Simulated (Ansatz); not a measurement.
**Pressure series in CuI**

The parent structure is CuI in the zinc blende structure (space group F-43m, No. 216; a = 6.0793 Å).

Cell and atoms are relaxed at each pressure.

The values are results of PBE in Ansatz (plane waves to 420 eV, PAW, no SOC), not measurements.

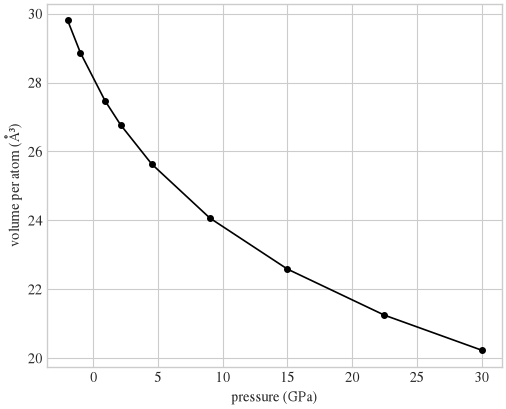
*Volume against pressure*

Estimate the zero-pressure bulk modulus from the plot.

About 39 GPa; a third-order Birch–Murnaghan fit to the points gives V₀ = 28.08 Å³/atom, B₀ = 39 GPa and B₀′ = 5.1.

Measured bulk modulus of CuI: 36.6 GPa (temperature not stated; as listed in Abhijith M. Gopakumar et al., Physical Chemistry Chemical Physics (2017)); the computed value is for a static lattice, so the two differ by thermal effects too.

Between the base and pressure 4.5 GPa the gap moves from 1.10 eV to 1.36 eV, a mean slope of 57 meV/GPa.

With I present, leaving out spin-orbit coupling can change the band edges. Load acts through the strain it causes; cell and atoms are relaxed under it. Stability against distortions was not tested. Tetrahedral semiconductors of this kind turn to denser phases somewhere between about 1 and 50 GPa; those were not computed, so compressed cells here can lie past the real transition. All final runs are without spin polarisation.

Ansatz is an electronic-structure program.
